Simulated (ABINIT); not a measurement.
**BN (Qingsongite): G0W0 with ABINIT, start to end**

Aim: the G0W0 gap of BN (Qingsongite) on LDA, step by step.

Program: ABINIT 10.8.3. Level of theory: LDA and many-body steps on it, plane waves. Results are calculated unless marked as measured.

### Step 1. The starting structure

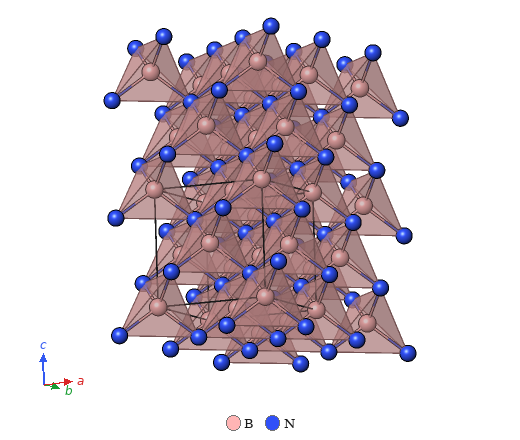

The cell as given, from a free direction (boron pink, nitrogen blue). 1×2×2 cells are drawn. This picture shows the conventional cell, with its axes. Some periodic images of atoms are drawn too.

The cell and positions come from the Crystallography Open Database and are kept as given unless a step says otherwise.

### Step 2. Ground state

This step: ABINIT 10.8.3; DFT, LDA, plane waves, norm-conserving pseudopotentials.

The ground-state density comes first.

run.abi

```
acell 3*1.0 Angstrom
rprim 
  -0.000000000000 1.807500000000 1.807500000000
  1.807500000000 0.000000000000 1.807500000000
  1.807500000000 1.807500000000 -0.000000000000
ntypat 2
znucl 5 7
natom 2
typat 1 2
xred 
  0.000000000000 0.000000000000 0.000000000000
  0.250000000000 0.250000000000 0.250000000000
pp_dirpath "pseudos"
pseudos "B.upf, N.upf"
ecut 36
ngkpt 10 10 10
nshiftk 1
shiftk 0 0 0
kptopt 1
chksymbreak 0
nband 9
occopt 1
tolvrs 1e-10
nstep 60
prtwf 0
optforces 0
optstress 0
indata_prefix "in"
outdata_prefix "out"
tmpdata_prefix "tmp"
```

On the command line:

```sh
OMP_NUM_THREADS=1 mpirun -n 4 abinit run.abi > log
```

Numbers of over 12 decimals in the logs are rounded to 6 here.

Output:

```text
.Version 10.8.3 of ABINIT. v10.8.2 released Aug 2026.

 Symmetries : space group F-4 3 m (#216); Bravais cF (face-center cubic)
================================================================================
 Values of the parameters that define the memory need of the present run
     intxc =       0    ionmov =       0      iscf =       7    lmnmax =       4
     lnmax =       4     mgfft =      30  mpssoang =       2    mqgrid =    3001
     natom =       2  nloc_mem =       1    nspden =       1   nspinor =       1
    nsppol =       1      nsym =      24    n1xccc =    2501    ntypat =       2
    occopt =       1   xclevel =       1
-    mband =           9        mffmem =           1         mkmem =          12
       mpw =         845          nfft =       27000          nkpt =          47
================================================================================
  Rough estimation (10% accuracy) of disk space for files :
================================================================================

--------------------------------------------------------------------------------
------------- Echo of variables that govern the present computation ------------
--------------------------------------------------------------------------------
 -outvars: echo values of preprocessed input variables --------
            acell      1.8897261259E+00  1.8897261259E+00  1.8897261259E+00 Bohr

      chksymbreak           0
             ecut      3.60000000E+01 Hartree
-          fftalg         312

              ixc       -1012
              kpt      0.00000000E+00  0.00000000E+00  0.00000000E+00
                       1.00000000E-01  0.00000000E+00  0.00000000E+00
                       2.00000000E-01  0.00000000E+00  0.00000000E+00
                       3.00000000E-01  0.00000000E+00  0.00000000E+00
                       4.00000000E-01  0.00000000E+00  0.00000000E+00
                       5.00000000E-01  0.00000000E+00  0.00000000E+00
                       1.00000000E-01  1.00000000E-01  0.00000000E+00
                       2.00000000E-01  1.00000000E-01  0.00000000E+00
                       3.00000000E-01  1.00000000E-01  0.00000000E+00
   [... 36 further rows ...]
                      -3.00000000E-01  4.00000000E-01  2.00000000E-01
                      -3.00000000E-01  5.00000000E-01  2.00000000E-01
         kptrlatt       10    0    0      0   10    0      0    0   10
          kptrlen      4.83050094E+01
P           mkmem          12
            natom           2
            nband           9
            ngfft          30      30      30
             nkpt          47
            nstep          60
             nsym          24
           ntypat           2
              occ      2.000000  2.000000  2.000000  2.000000  0.000000  0.000000
[...]
optforces           0
        optstress           0
            prtwf           0
            rprim     -0.0000000000E+00  1.8075000000E+00  1.8075000000E+00
[...]
spgroup         216

           tolvrs      1.00000000E-10

             xred      0.0000000000E+00  0.0000000000E+00  0.0000000000E+00
[...]
znucl        5.00000    7.00000

================================================================================

 chkinp: Checking input parameters for consistency.

================================================================================
== DATASET  1 ==================================================================
-   mpi_nproc: 4, omp_nthreads: 1 (-1 if OMP is not activated)

--- !DatasetInfo
iteration_state: {dtset: 1, }
dimensions: {natom: 2, nkpt: 47, mband: 9, nsppol: 1, nspinor: 1, nspden: 1, mpw: 845, }
cutoff_energies: {ecut:  36.0, pawecutdg:  -1.0, }
electrons: {nelect:   8.00000000E+00, charge:   0.00000000E+00, occopt:   1.00000000E+00, tsmear:   1.00000000E-02, }

 Real(R)+Recip(G) space primitive vectors, cartesian coordinates (Bohr,Bohr^-1):
 R(1)=  0.0000000  3.4156800  3.4156800  G(1)= -0.1463837  0.1463837  0.1463837
 R(2)=  3.4156800  0.0000000  3.4156800  G(2)=  0.1463837 -0.1463837  0.1463837
 R(3)=  3.4156800  3.4156800  0.0000000  G(3)=  0.1463837  0.1463837 -0.1463837
 Unit cell volume ucvol=  7.9700586E+01 bohr^3
 Angles (23,13,12)=  6.00000000E+01  6.00000000E+01  6.00000000E+01 degrees

 getcut: wavevector=  0.0000  0.0000  0.0000  ngfft=  30  30  30
         ecut(hartree)=     36.000   => boxcut(ratio)=   2.30194

 getcut : COMMENT -
  Note that boxcut > 2.2 ; recall that boxcut=Gcut(box)/Gcut(sphere) = 2
  is sufficient for exact treatment of convolution.
  Such a large boxcut is a waste : you could raise ecut
  e.g. ecut=   47.690509 Hartrees makes boxcut=2

--- Pseudopotential description ------------------------------------------------
- B Generated using ONCVPSP code by D. R. Hamann
-  5.00000   3.00000  180309                  znucl, zion, pspdat
12 -1012 1 -1 1498                            pspcod,pspxc,lmax,lloc,mmax
     nproj     2     2
  pspatm : epsatm=    3.19369156
         --- l  ekb(1:nproj) -->
[...]
pspatm: atomic psp has been read  and splines computed

- N Generated using ONCVPSP code by D. R. Hamann
-  7.00000   5.00000  180309                  znucl, zion, pspdat
12 -1012 1 -1 1058                            pspcod,pspxc,lmax,lloc,mmax
     nproj     2     2
  pspatm : epsatm=    5.30777321
         --- l  ekb(1:nproj) -->
[...]
1   -4.361519   -1.032581
 pspatm: atomic psp has been read  and splines computed

   6.80117181E+01                                ecore*ucvol(ha*bohr**3)
--------------------------------------------------------------------------------

_setup2: Arith. and geom. avg. npw (full set) are     822.053     822.026

================================================================================

--- !BeginCycle
iteration_state: {dtset: 1, }
solver: {iscf: 7, nstep: 60, nline: 4, wfoptalg: 0, }
tolerances: {tolvrs: 1.00E-10, }

     iter   Etot(hartree)      deltaE(h)  residm     vres2
 ETOT  1  -13.373554539444    -1.337E+01 1.869E-01 1.738E+02
 ETOT  2  -13.391633272754    -1.808E-02 9.444E-03 1.256E+02
 ETOT  3  -13.425109141040    -3.348E-02 4.998E-03 7.355E-01
 ETOT  4  -13.425279588231    -1.704E-04 5.349E-03 1.834E-03
 ETOT  5  -13.425279820482    -2.323E-07 8.607E-04 3.082E-05
 ETOT  6  -13.425279826115    -5.633E-09 7.308E-04 1.019E-06
 ETOT  7  -13.425279826320    -2.047E-10 5.727E-04 1.030E-09
 ETOT  8  -13.425279826320    -1.599E-13 6.420E-04 5.655E-12

 At SCF step    8       vres2   =  5.66E-12 < tolvrs=  1.00E-10 =>converged.

--- !ResultsGS
iteration_state: {dtset: 1, }
comment   : Summary of ground state results
lattice_vectors:
- [ -0.0000000,   3.4156800,   3.4156800, ]
- [  3.4156800,   0.0000000,   3.4156800, ]
- [  3.4156800,   3.4156800,  -0.0000000, ]
lattice_lengths: [   4.83050,    4.83050,    4.83050, ]
lattice_angles: [ 60.000,  60.000,  60.000, ] # degrees, (23, 13, 12)
lattice_volume:   7.9700586E+01
convergence: {deltae: -1.599E-13, res2:  5.655E-12, residm:  6.420E-04, diffor:  0.000E+00, }
etotal    :  -1.34252798E+01
entropy   :   0.00000000E+00
fermie    :   2.94210603E-01
cartesian_stress_tensor: null
pressure_GPa: null
xred      :
- [  0.0000E+00,   0.0000E+00,   0.0000E+00,  B]
- [  2.5000E-01,   2.5000E-01,   2.5000E-01,  N]
cartesian_forces: null
force_length_stats: {min: null, max: null, mean: null, }

 Integrated electronic density in atomic spheres:
 ------------------------------------------------
 Atom  Sphere_radius  Integrated_density
    1        2.00000          3.31747834
    2        2.00000          5.72805975
================================================================================

 ----iterations are completed or convergence reached----

 Mean square residual over all n,k,spin=   26.307E-07; max=  64.199E-05
 reduced coordinates (array xred) for    2 atoms
       0.000000000000      0.000000000000      0.000000000000
       0.250000000000      0.250000000000      0.250000000000
 rms dE/dt=  0.0000E+00; max dE/dt=  0.0000E+00; dE/dt below (all hartree)
    1       0.000000000000      0.000000000000      0.000000000000
    2       0.000000000000      0.000000000000      0.000000000000

 cartesian coordinates (angstrom) at end:
    1      0.000000     0.000000     0.000000
    2      0.903750     0.903750     0.903750
 length scales=  1.889726125908  1.889726125908  1.889726125908 bohr
              =  1.000000000000  1.000000000000  1.000000000000 angstroms
 prteigrs : about to open file out_EIG
 Fermi (or HOMO) energy (hartree) =   0.29421   Average Vxc (hartree)=  -0.48548
 Eigenvalues (hartree) for nkpt=  47  k points:
 kpt#   1, nband=  9, wtk=  0.00100, kpt=  0.0000  0.0000  0.0000 (reduced coord)
  -0.44300    0.29421    0.29421    0.29421    0.61568    0.61568    0.61568    0.67793
   1.19366
 prteigrs : prtvol=0 or 1, do not print more k-points.

--- !EnergyTerms
iteration_state     : {dtset: 1, }
comment             : Components of total free energy in Hartree
kinetic             :  9.44478844231263E+00
hartree             :  1.77271654246147E+00
xc                  : -4.35042966599806E+00
Ewald energy        : -1.31703929426445E+01
psp_core            :  8.53340249781675E-01
local_psp           : -6.80784439827319E+00
non_local_psp       : -1.16745805396034E+00
total_energy        : -1.34252798263203E+01
total_energy_eV     : -3.65320474814379E+02
band_energy         :  5.51228754875518E-02

== END DATASET(S) ==============================================================
================================================================================

 -outvars: echo values of variables after computation  --------
           etotal     -1.3425279826E+01
            nband           9
             nkpt          47
          spgroup         216
 [... the other variables as echoed above ...]

 Calculation completed.
```

Wall time 4.1 s (4 MPI ranks of Arm Neoverse V2, shared host); peak memory 0.25 GiB.

This step gave:

* total energy: -365.3205 eV
* gap: 4.420 eV
* k of the valence top: 0, 0, 0
* k of the conduction bottom: 0.5, 0.5, 0
* least direct gap: 8.748 eV

The gap is indirect, with the least direct gap 4.33 eV higher.

### Step 3. Bands along the symmetry lines

Levels along a band path, at the cheap level, show where the edges lie and whether the meshes to come will hold them.

run.abi

```
acell 3*1.0 Angstrom
rprim 
  -0.000000000000 1.807500000000 1.807500000000
  1.807500000000 0.000000000000 1.807500000000
  1.807500000000 1.807500000000 -0.000000000000
ntypat 2
znucl 5 7
natom 2
typat 1 2
xred 
  0.000000000000 0.000000000000 0.000000000000
  0.250000000000 0.250000000000 0.250000000000
pp_dirpath "pseudos"
pseudos "B.upf, N.upf"
ecut 36
iscf -2
irdden 1
kptopt 0
nkpt 50
kpt 
  0.00000000 0.00000000 0.00000000
  -0.06250000 -0.06250000 0.00000000
  -0.12500000 -0.12500000 0.00000000
  -0.18750000 -0.18750000 0.00000000
  -0.25000000 -0.25000000 0.00000000
  -0.31250000 -0.31250000 0.00000000
  -0.37500000 -0.37500000 0.00000000
  -0.43750000 -0.43750000 0.00000000
  -0.50000000 -0.50000000 0.00000000
  -0.48437500 -0.48437500 0.03125000
  -0.46875000 -0.46875000 0.06250000
  -0.45312500 -0.45312500 0.09375000
  -0.43750000 -0.43750000 0.12500000
  -0.42187500 -0.42187500 0.15625000
  -0.40625000 -0.40625000 0.18750000
  -0.39062500 -0.39062500 0.21875000
  -0.37500000 -0.37500000 0.25000000
  -0.37500000 0.00000000 0.37500000
  -0.32812500 0.00000000 0.32812500
  -0.28125000 0.00000000 0.28125000
  -0.23437500 0.00000000 0.23437500
  -0.18750000 0.00000000 0.18750000
  -0.14062500 0.00000000 0.14062500
  -0.09375000 0.00000000 0.09375000
  -0.04687500 0.00000000 0.04687500
  0.00000000 0.00000000 0.00000000
  0.00000000 0.00000000 0.06250000
  0.00000000 0.00000000 0.12500000
  0.00000000 0.00000000 0.18750000
  0.00000000 0.00000000 0.25000000
  0.00000000 0.00000000 0.31250000
  0.00000000 0.00000000 0.37500000
  0.00000000 0.00000000 0.43750000
  -0.00000000 -0.00000000 0.50000000
  -0.06250000 -0.03125000 0.46875000
  -0.12500000 -0.06250000 0.43750000
  -0.18750000 -0.09375000 0.40625000
  -0.25000000 -0.12500000 0.37500000
  -0.31250000 -0.15625000 0.34375000
  -0.37500000 -0.18750000 0.31250000
  -0.43750000 -0.21875000 0.28125000
  -0.50000000 -0.25000000 0.25000000
  -0.50000000 -0.28125000 0.21875000
  -0.50000000 -0.31250000 0.18750000
  -0.50000000 -0.34375000 0.15625000
  -0.50000000 -0.37500000 0.12500000
  -0.50000000 -0.40625000 0.09375000
  -0.50000000 -0.43750000 0.06250000
  -0.50000000 -0.46875000 0.03125000
  -0.50000000 -0.50000000 0.00000000
istwfk *1
nband 11
nbdbuf 2
tolwfr 1e-08
nstep 40
prtwf 0
prtvol 0
indata_prefix "in"
outdata_prefix "out"
tmpdata_prefix "tmp"
```

Output:

```text
.Version 10.8.3 of ABINIT. v10.8.2 released Aug 2026.

 Symmetries : space group F-4 3 m (#216); Bravais cF (face-center cubic)
[... echo of the input left out ...]
== DATASET  1 ==================================================================
-   mpi_nproc: 4, omp_nthreads: 1 (-1 if OMP is not activated)

--- !DatasetInfo
iteration_state: {dtset: 1, }
dimensions: {natom: 2, nkpt: 50, mband: 11, nsppol: 1, nspinor: 1, nspden: 1, mpw: 869, }
cutoff_energies: {ecut:  36.0, pawecutdg:  -1.0, }
electrons: {nelect:   8.00000000E+00, charge:   0.00000000E+00, occopt:   1.00000000E+00, tsmear:   1.00000000E-02, }

 Real(R)+Recip(G) space primitive vectors, cartesian coordinates (Bohr,Bohr^-1):
 R(1)=  0.0000000  3.4156800  3.4156800  G(1)= -0.1463837  0.1463837  0.1463837
 R(2)=  3.4156800  0.0000000  3.4156800  G(2)=  0.1463837 -0.1463837  0.1463837
 R(3)=  3.4156800  3.4156800  0.0000000  G(3)=  0.1463837  0.1463837 -0.1463837
 Unit cell volume ucvol=  7.9700586E+01 bohr^3
 Angles (23,13,12)=  6.00000000E+01  6.00000000E+01  6.00000000E+01 degrees

 getcut: wavevector=  0.0000  0.0000  0.0000  ngfft=  30  30  30
         ecut(hartree)=     36.000   => boxcut(ratio)=   2.30194

 getcut : COMMENT -
  Note that boxcut > 2.2 ; recall that boxcut=Gcut(box)/Gcut(sphere) = 2
  is sufficient for exact treatment of convolution.
  Such a large boxcut is a waste : you could raise ecut
  e.g. ecut=   47.690509 Hartrees makes boxcut=2

--- Pseudopotential description ------------------------------------------------
- B Generated using ONCVPSP code by D. R. Hamann
-  5.00000   3.00000  180309                  znucl, zion, pspdat
12 -1012 1 -1 1498                            pspcod,pspxc,lmax,lloc,mmax
     nproj     2     2
  pspatm : epsatm=    3.19369156
         --- l  ekb(1:nproj) -->
             0    8.437831    1.245441
             1   -3.670611   -0.766497
 pspatm: atomic psp has been read  and splines computed

- N Generated using ONCVPSP code by D. R. Hamann
-  7.00000   5.00000  180309                  znucl, zion, pspdat
12 -1012 1 -1 1058                            pspcod,pspxc,lmax,lloc,mmax
     nproj     2     2
  pspatm : epsatm=    5.30777321
         --- l  ekb(1:nproj) -->
             0    7.408032    0.617798
[...]
pspatm: atomic psp has been read  and splines computed

--------------------------------------------------------------------------------

================================================================================
 prteigrs : about to open file out_EIG
 Non-SCF case, kpt    1 (  0.00000  0.00000  0.00000), residuals and eigenvalues=
  3.45E-09  1.57E-09  3.38E-09  4.72E-09  1.44E-09  2.62E-09  5.34E-09  7.21E-09
[...]
-4.4300E-01  2.9421E-01  2.9421E-01  2.9421E-01  6.1568E-01  6.1568E-01
  6.1568E-01  6.7793E-01  1.1937E+00  1.3299E+00  1.3303E+00
[...]
2.23E-09  5.37E-10  7.67E-10  4.38E-09  4.19E-09  3.48E-09  5.05E-09  6.50E-09
[...]
-4.2437E-01  2.4954E-01  2.5311E-01  2.5311E-01  5.9149E-01  6.7162E-01
  6.7162E-01  7.1887E-01  1.0590E+00  1.2391E+00  1.3585E+00
[...]
Non-SCF case, kpt   49 ( -0.50000 -0.46875  0.03125), residuals and eigenvalues=
[...]
-2.3425E-01 -3.1224E-02  1.1029E-01  1.1091E-01  4.6209E-01  6.3842E-01
  9.4057E-01  9.4370E-01  1.0445E+00  1.2817E+00  1.5206E+00
 Non-SCF case, kpt   50 ( -0.50000 -0.50000  0.00000), residuals and eigenvalues=
[...]
-2.3467E-01 -3.2205E-02  1.1301E-01  1.1301E-01  4.5664E-01  6.3432E-01
  9.4437E-01  9.4437E-01  1.0467E+00  1.2848E+00  1.5303E+00

--- !ResultsGS
iteration_state: {dtset: 1, }
comment   : Summary of ground state results
lattice_vectors:
- [ -0.0000000,   3.4156800,   3.4156800, ]
- [  3.4156800,   0.0000000,   3.4156800, ]
- [  3.4156800,   3.4156800,  -0.0000000, ]
lattice_lengths: [   4.83050,    4.83050,    4.83050, ]
lattice_angles: [ 60.000,  60.000,  60.000, ] # degrees, (23, 13, 12)
lattice_volume:   7.9700586E+01
convergence: {deltae:  0.000E+00, res2:  0.000E+00, residm:  9.986E-09, diffor:  0.000E+00, }
etotal    :  -1.34252798E+01
entropy   :   0.00000000E+00
fermie    :   2.94210603E-01
cartesian_stress_tensor: null
pressure_GPa: null
xred      :
- [  0.0000E+00,   0.0000E+00,   0.0000E+00,  B]
- [  2.5000E-01,   2.5000E-01,   2.5000E-01,  N]
cartesian_forces: null
force_length_stats: {min: null, max: null, mean: null, }

 Integrated electronic density in atomic spheres:
 ------------------------------------------------
 Atom  Sphere_radius  Integrated_density
[...]
================================================================================

 ----iterations are completed or convergence reached----

 Mean square residual over all n,k,spin=   41.460E-10; max=  99.855E-10
 reduced coordinates (array xred) for    2 atoms
[...]
cartesian coordinates (angstrom) at end:
    1      0.000000     0.000000     0.000000
    2      0.903750     0.903750     0.903750
 length scales=  1.889726125908  1.889726125908  1.889726125908 bohr
              =  1.000000000000  1.000000000000  1.000000000000 angstroms
 prteigrs : about to open file out_EIG
 Eigenvalues (hartree) for nkpt=  50  k points:
 kpt#   1, nband= 11, wtk=  1.00000, kpt=  0.0000  0.0000  0.0000 (reduced coord)
[...]
kpt#   2, nband= 11, wtk=  1.00000, kpt= -0.0625 -0.0625  0.0000 (reduced coord)
[...]
kpt#   3, nband= 11, wtk=  1.00000, kpt= -0.1250 -0.1250  0.0000 (reduced coord)
[...]
kpt#  49, nband= 11, wtk=  1.00000, kpt= -0.5000 -0.4687  0.0313 (reduced coord)
  -0.23425   -0.03122    0.11029    0.11091    0.46209    0.63842    0.94057    0.94370
   1.04447    1.28171    1.52061
 kpt#  50, nband= 11, wtk=  1.00000, kpt= -0.5000 -0.5000  0.0000 (reduced coord)
  -0.23467   -0.03220    0.11301    0.11301    0.45664    0.63432    0.94437    0.94437
   1.04666    1.28481    1.53025

== END DATASET(S) ==============================================================
================================================================================

 -outvars: echo values of variables after computation  --------
            nband          11
             nkpt          50
          spgroup         216
 [... the other variables as echoed above ...]

 Calculation completed.
```

The job ended after 3.1 s (4 MPI ranks; peak memory 0.23 GiB).

Numbers from this step:

```
gap                        : 4.420 eV
k of the valence top       : 0, 0, 0
k of the conduction bottom : -0.5, -0.5, 0
least direct gap           : 8.748 eV
```

The gap is 4.420 eV, as in the run before at this level.

Electronic bands along the path, in eV, zero at the top of the highest filled band; v1 is the highest filled band, c1 the lowest empty one:

| point | v4 | v3 | v2 | v1 | c1 | c2 | c3 | c4 |
| --- | --- | --- | --- | --- | --- | --- | --- | --- |
| Γ | -20.06 | 0.00 | 0.00 | 0.00 | 8.75 | 8.75 | 8.75 | 10.44 |
| X | -14.39 | -8.88 | -4.93 | -4.93 | 4.42 | 9.25 | 17.69 | 17.69 |
| U | -14.29 | -8.07 | -7.73 | -4.10 | 6.87 | 12.84 | 15.66 | 16.53 |
| jump to K | -14.29 | -8.07 | -7.73 | -4.10 | 6.87 | 12.84 | 15.66 | 16.53 |
| Γ | -20.06 | 0.00 | 0.00 | 0.00 | 8.75 | 8.75 | 8.75 | 10.44 |
| L | -15.77 | -10.71 | -1.95 | -1.95 | 10.27 | 10.64 | 10.64 | 15.01 |
| W | -14.06 | -7.51 | -7.02 | -6.56 | 9.48 | 13.27 | 14.36 | 14.68 |
| X | -14.39 | -8.88 | -4.93 | -4.93 | 4.42 | 9.25 | 17.69 | 17.69 |

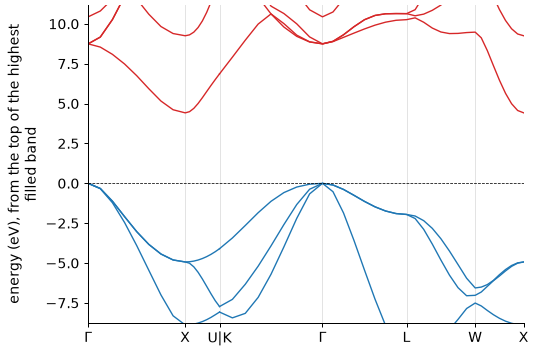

Electronic bands along the path; lines of filled and empty bands in two colours.

(Continued in part 2 of 2.)

[Paths, hosts, dates, memory and timing lines, banners, echoed tables and standing remarks are left out of the program output.]

[Logs are printed without paths, hosts, clocks, repeated set-up lines and the standing remarks that a program may print on its own settings, such as how far it seeks lower states.]

[Runs of the session that timed out or met a known fault of the program may be left out.]

[Hosts, paths, dates, database ids (printed as entryN), source tags and the programs' standing remarks are cut or masked in the printed files.]

[G0W0 gaps are taken among the corrected bands and points alone; a level outside them can change the order at an edge.]

[Where Ansatz stands beside ABINIT at settings called matched, ABINIT's density can come from a denser mesh and the files from another edition; pairs whose starting gaps differed by over 0.03 eV were left out, so agreement reads better than it is.]
